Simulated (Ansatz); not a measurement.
**CH3Cl3Si (methyltrichlorosilane) at BHLYP/cc-pVDZ**

What is the energy change on altering one bond length of CH3Cl3Si (methyltrichlorosilane) at BHLYP/cc-pVDZ? 

The calculation is run with Ansatz 0.2.0.

80 further runs of the same task are left out: 6 that didn't finish, 74 set aside as unsound or not needed.

### 1 The structure to begin with

The species is CH3Cl3Si (8 atoms), meant as a singlet with charge 0. SMILES: `C[Si](Cl)(Cl)Cl`. Geometry: relaxed at PBE0-D4/def2-TZVP.

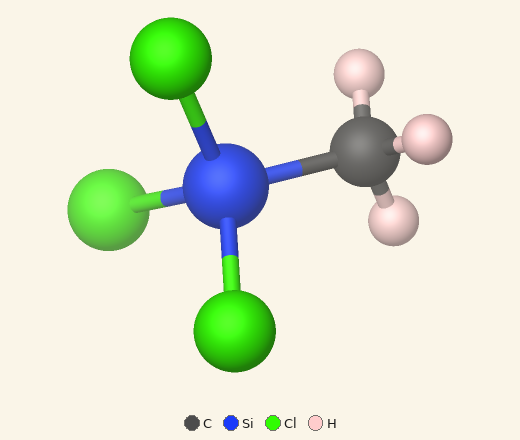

The structure, seen from a chosen angle (carbon dark grey, silicon blue, chlorine green, hydrogen pink).

### 2 The energy at BHLYP/cc-pVDZ

Input file run.yaml:

```yaml
crystal:
  periodic: [false, false, false]
  atoms:
    - {symbol: C, position_ang: [-0.728900, -0.279600, 0.686100]}
    - {symbol: Si, position_ang: [0.568900, 0.197900, -0.528700]}
    - {symbol: Cl, position_ang: [2.360400, -0.640000, -0.033600]}
    - {symbol: Cl, position_ang: [0.065900, -0.429500, -2.402200]}
    - {symbol: Cl, position_ang: [0.801200, 2.223000, -0.573800]}
    - {symbol: H, position_ang: [-0.844500, -1.365200, 0.700800]}
    - {symbol: H, position_ang: [-0.448300, 0.061100, 1.684800]}
    - {symbol: H, position_ang: [-1.682600, 0.175200, 0.410800]}
basis:
  gaussian:
    orbitals: cc-pVDZ
hamiltonian:
  xc: {name: BHLYP}
accuracy: high
output: {orbitals: {seedname: orbitals}}
```

On the command line:

```console
ansatz run run.yaml --threads 1 --pin off --max-ram 3480MiB --events-out events.jsonl --progress --plain --runs-dir runs
```

The program printed:

```text
Warning: RAYON_NUM_THREADS=1 ignored (pool sized by the plan → 1); use --threads N
Functional definition: BHLYP
  name "BHLYP"
  parameter a = 0.5
  exchange = (1 - a)*b88_x + a*exact_x
  correlation = lyp_c
2365 factors; integrals over basis functions are off by at most 3.4e-9 eV
mean field evaluation 1: about -46532.5594 eV, gradient 3.5e1 eV
mean field evaluation 2: about -46533.5908 eV, gradient 2.7e1 eV
mean field evaluation 4: about -46535.4329 eV, gradient 1.8e0 eV
mean field evaluation 8: about -46535.8584 eV, gradient 3.7e-2 eV
mean field evaluation 16: about -46535.8587 eV, gradient 6.3e-6 eV
mean field -46535.85867657 eV, -1710.1612632260 hartree, gradient 9.5e-9 eV, S^2 0.000000; 0 other end points of the search recorded, 0 dependent functions left out
reference -46535.85870553 eV, -1710.1612642904 hartree; 37, 37 occupied and 64, 64 virtual orbitals, 2365 factors
Total energy: -46535.85870553 eV, -1710.1612642904 hartree
```

Wall time 18 s (1 thread of Arm Neoverse V1, shared host); peak memory 0.44 GiB.

### 3 The distorted shape at the same level

Input file run.yaml:

```yaml
crystal:
  periodic: [false, false, false]
  atoms:
    - {symbol: C, position_ang: [-0.326503, 0.222316, 2.184889]}
    - {symbol: Si, position_ang: [0.971297, 0.699816, 0.970089]}
    - {symbol: Cl, position_ang: [2.762797, -0.138084, 1.465189]}
    - {symbol: Cl, position_ang: [0.065900, -0.429500, -2.402200]}
    - {symbol: Cl, position_ang: [1.203597, 2.724916, 0.924989]}
    - {symbol: H, position_ang: [-0.442103, -0.863284, 2.199589]}
    - {symbol: H, position_ang: [-0.045903, 0.563016, 3.183589]}
    - {symbol: H, position_ang: [-1.280203, 0.677116, 1.909589]}
basis:
  gaussian: {orbitals: cc-pVDZ}
hamiltonian: {xc: {name: BHLYP}}
accuracy: high
output: {orbitals: {seedname: orbitals}}
```

On the command line:

```console
ansatz run run.yaml --threads 1 --pin off --max-ram 3480MiB --events-out events.jsonl --progress --plain --runs-dir runs
```

The program printed:

```text
Warning: RAYON_NUM_THREADS=1 ignored (pool sized by the plan → 1); use --threads N
[... 5 set-up lines as earlier in the session ...]
2299 factors; integrals over basis functions are off by at most 3.9e-9 eV
mean field evaluation 1: about -46526.1023 eV, gradient 4.0e1 eV
mean field evaluation 2: about -46510.3315 eV, gradient 6.8e1 eV
mean field evaluation 4: about -46531.2440 eV, gradient 2.9e0 eV
mean field evaluation 8: about -46531.6637 eV, gradient 1.6e0 eV
mean field evaluation 16: about -46531.6788 eV, gradient 1.2e-2 eV
mean field -46531.67879232 eV, -1710.0076553132 hartree, gradient 6.7e-8 eV, S^2 0.000000; 0 other end points of the search recorded, 0 dependent functions left out
reference -46531.67882424 eV, -1710.0076564862 hartree; 37, 37 occupied and 64, 64 virtual orbitals, 2299 factors
Total energy: -46531.67882424 eV, -1710.0076564862 hartree
```

Wall time 17 s (1 thread of Arm Neoverse V1, shared host); peak memory 0.43 GiB.

### 4 Results

Level: BHLYP/cc-pVDZ.

| quantity | value |
| --- | --- |
| first shape: total energy | -1710.16126 Eh |
| first shape: HOMO energy | -10.34 eV |
| first shape: LUMO energy | 1.57 eV |
| first shape: HOMO–LUMO gap | 11.91 eV |
| distorted shape: total energy | -1710.00766 Eh |
| distorted shape: HOMO energy | -8.03 eV |
| distorted shape: LUMO energy | -4.08 eV |
| distorted shape: HOMO–LUMO gap | 3.95 eV |
| energy change with the Si2–Cl4 bond stretched from 2.039 to 3.670 Å | 4.180 eV |

One bond (distorted shape) is far stretched, which a spin-restricted single reference describes badly; a broken-symmetry solution may lie lower. With the Si2–Cl4 bond stretched from 2.039 to 3.670 Å the energy rises by 4.18 eV (403 kJ/mol). The first shape isn't relaxed at this level, so the change isn't measured from a minimum. A restricted reference can't describe the breaking bond well at this length.
